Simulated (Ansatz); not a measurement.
Run report: Cu2O2, single-point calculation

- system: Cu2O2, multiplicity 3
- method: UKS PBE0-D4/def2-TZVP (Ansatz 0.2.0)

The geometry comes from this level: PBE0-D4/def2-SVP.

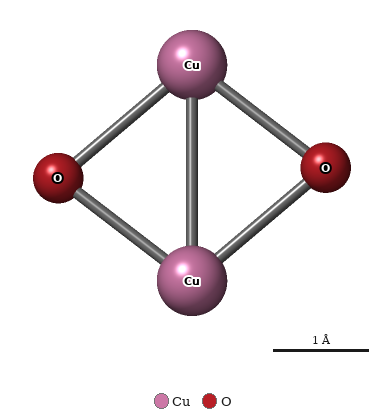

The input geometry (ball-and-stick view, seen at a tilt). Sticks mark near contacts.

**Summary**

| quantity | value |
| --- | --- |
| outcome | converged |
| total energy | −93357.3799 eV |
| mean-field energy | −93357.2917 eV |
| dispersion energy | −0.0882 eV |
| ⟨S²⟩ | 2.044 |
| SCF solution under orbital rotations | stable |
| HOMO (either spin) | −6.63 eV |
| LUMO (either spin) | −3.98 eV |
| hardware | 4 threads of Arm Neoverse V2, 23 GiB of memory available, shared host |
| wall time | 8 s (CPU time 30 s) |
| peak memory | 0.62 GiB |

**The input**
```yaml
crystal:
  periodic: [false, false, false]
  atoms:
    - {symbol: Cu, position_ang: [1.151990, -0.154345, 0.071487]}
    - {symbol: Cu, position_ang: [-1.151890, 0.155232, -0.071259]}
    - {symbol: O, position_ang: [0.131421, 0.340726, -1.382198]}
    - {symbol: O, position_ang: [-0.131531, -0.341613, 1.381968]}
basis:
  gaussian: {orbitals: def2-TZVP, initial_orbitals: start.molden}
magnetization: {spin_polarized: true, initial_magnetization: 2}
hamiltonian: {xc: pbe0, dispersion: d4}
scf: {omitted_lower_state_checks: [starts]}
output: {orbitals: {seedname: orbitals}}
```

Command:
```bash
ansatz run in.yaml --threads 4 --pin off --events-out ev --progress --plain --max-ram 3916MiB
```

**Log**
```
Functional definition: PBE0
  name "PBE0"
  cite "Adamo & Barone, J. Chem. Phys. 110, 6158 (1999) doi:10.1063/1.478522"
  cite "Perdew, Burke & Ernzerhof, Phys. Rev. Lett. 77, 3865 (1996) doi:10.1103/PhysRevLett.77.3865"
  parent pbe
  parameter a = 0.25
  parameter kappa = 0.804
  parameter beta = 0.06672455060314922
  exchange = (1 - a)*pbe_x(kappa = kappa, mu = beta*pi^2/3) + a*exact_x
  correlation = pbe_c(beta = beta)
these checks for a lower state are left out or cut short: starts
1346 factors; integrals over basis functions are off by at most 7.7e-4 eV
mean field evaluation 1: about -93353.5174 eV, gradient 1.2e2 eV
mean field evaluation 2: about -93356.8579 eV, gradient 4.8e0 eV
mean field evaluation 4: about -93357.2897 eV, gradient 6.0e-1 eV
mean field evaluation 8: about -93357.2916 eV, gradient 3.1e-5 eV
mean field evaluation 16: about -93357.2916 eV, gradient 2.7e-6 eV
mean field -93357.29162406 eV, -3430.8171873393 hartree, gradient 5.1e-7 eV, S^2 2.044418; 0 other end points of the search recorded, 0 dependent functions left out
reference -93357.29165946 eV, -3430.8171886399 hartree; 38, 36 occupied and 114, 116 virtual orbitals, 1346 factors
Total energy: -93357.37986215 eV, -3430.8204300291 hartree
Checks for a lower state left out: starts
```

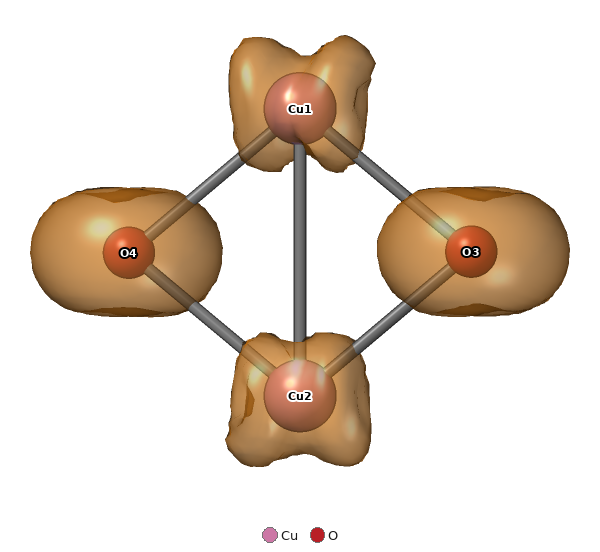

Isosurface of the spin density at +0.1 e/Å³ (orange), seen at a tilt. The unpaired spin (2 electrons) lies mostly on O3 (about 0.7), O4 (about 0.7), Cu1 (about 0.3) and Cu2 (about 0.3), in electrons by Hirshfeld's partition.

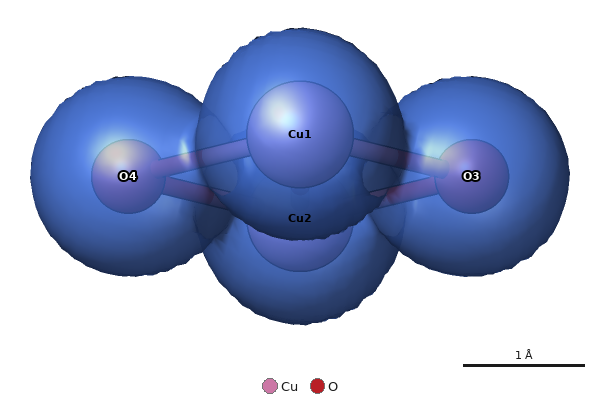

Isosurface of the total electron density at 0.6 e/Å³ (blue), seen from the side. At this value the surface is in one piece. It is pinched off along the Cu–Cu (2.33 Å) contacts. On the grid the lowest density along these lines, outside the cores, is 0.8 e/Å³ (Cu–O, 1.84 Å) and 0.32 e/Å³ (Cu–Cu, 2.33 Å).

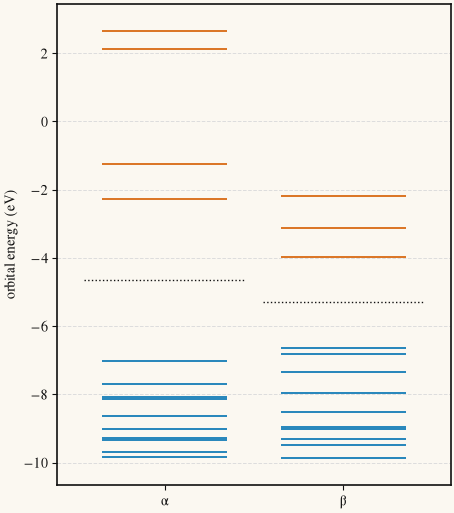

Orbital energies near the frontier for α and β spins; the dotted line parts filled from empty levels, and levels within 0.02 eV of each other stand side by side. α: highest filled −7.01 eV, lowest empty −2.26 eV, 4.75 eV apart; β: highest filled −6.63 eV, lowest empty −3.98 eV, 2.65 eV apart.
